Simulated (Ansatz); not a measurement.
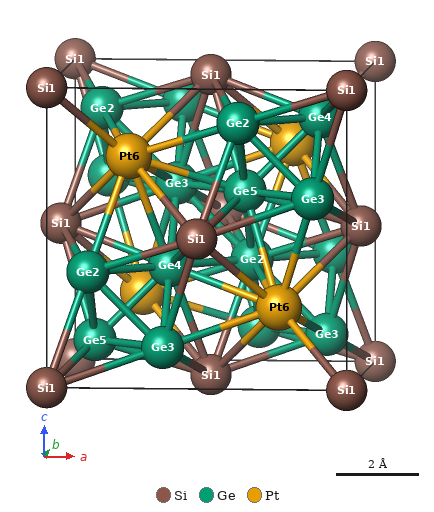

This is the input geometry for a relaxation of solid SiGe₄Pt (a generated structure, set up in F-43m) (coarse preliminary run). A ball-and-stick model of the conventional cell (4 times the calculation's cell), seen from a free direction. Lengths and directions refer to the drawn axes.

Theory: Ansatz 0.2.0, DFT PBE, scalar-relativistic, plane waves, PAW.

The input:
```yaml
crystal:
  lattice:
    - [0.0, 3.71330827, 3.71330827]
    - [3.71330827, 0.0, 3.71330827]
    - [3.71330827, 3.71330827, 0.0]
  atoms:
    - { symbol: Si, position: [0.0, 0.0, 0.0] }
    - { symbol: Ge, position: [0.12374508, 0.62541831, 0.62541831] }
    - { symbol: Ge, position: [0.62541831, 0.12374508, 0.62541831] }
    - { symbol: Ge, position: [0.62541831, 0.62541831, 0.12374508] }
    - { symbol: Ge, position: [0.62541831, 0.62541831, 0.62541831] }
    - { symbol: Pt, position: [0.25, 0.25, 0.25] }
basis:
  ecutwfc: 420
kpoints:
  mp_grid: { grid: [4, 4, 4] }
hamiltonian:
  xc: pbe
scf:
  occupations: { method: gaussian, width: 0.1 }
  lower_state_search: "off"
output:
  forces: true
  stress: true
  eigenvalues: true
relax:
  adjacent_minimum: "off"
  f_tol: 0.04
  max_steps: 70
  cell: { stress_tol: 0.4 }
```

Launched with:
```bash
ansatz run input.yaml --threads 1 --pin off --max-ram 2560MiB --backend cpu --events-out ev --progress --plain --runs-dir out
```

Where does the relaxation end?

Answer. No atom moves by more than 0.005 Å relative to the cell. The volume changes by +11.4 %, with a = b = c 7.427 → 7.700 Å (+3.7 %). Some distances before and after: Si1–Pt6 3.216 → 3.334 Å, Ge2–Pt6 3.080 → 3.193 Å, Si1–Ge2 3.078 → 3.191 Å, Ge2–Ge3 2.634 → 2.734 Å. The space group stays F-43m (No. 216). Over 2 accepted moves (3 points after the start) the energy falls by 55.1 meV per atom. Largest force component: 0.0068 eV/Å at the start, 0.0062 eV/Å at the end. Pressure: 10.32 GPa at the start and −0.25 GPa at the end. At 1 point the geometry stayed and the basis and grid were re-selected for the new cell (energy shift of 0.5 meV per atom at most each time). The run took 7.5 s on 1 thread of Intel(R) Xeon(R) 6975P-C (Granite Rapids), on a shared host, peak memory 0.4 GiB.

Final geometry:

```
CELL_PARAMETERS angstrom
0.00000 3.84987 3.84987
3.84987 0.00000 3.84987
3.84987 3.84987 0.00000
ATOMIC_POSITIONS crystal
Si 0.00000 0.00000 0.00000
Ge 0.12345 0.62552 0.62552
Ge 0.62552 0.12345 0.62552
Ge 0.62552 0.62552 0.12345
Ge 0.62552 0.62552 0.62552
Pt 0.25000 0.25000 0.25000
```

After the run, drawn alike:

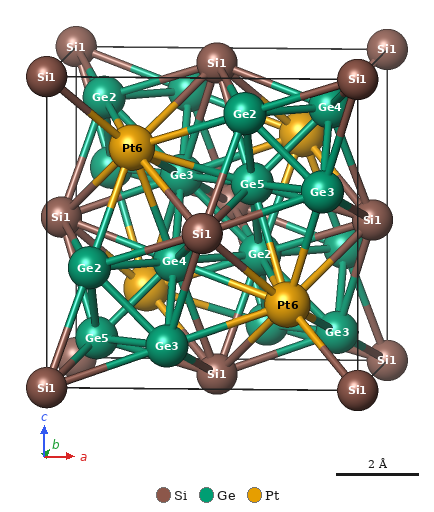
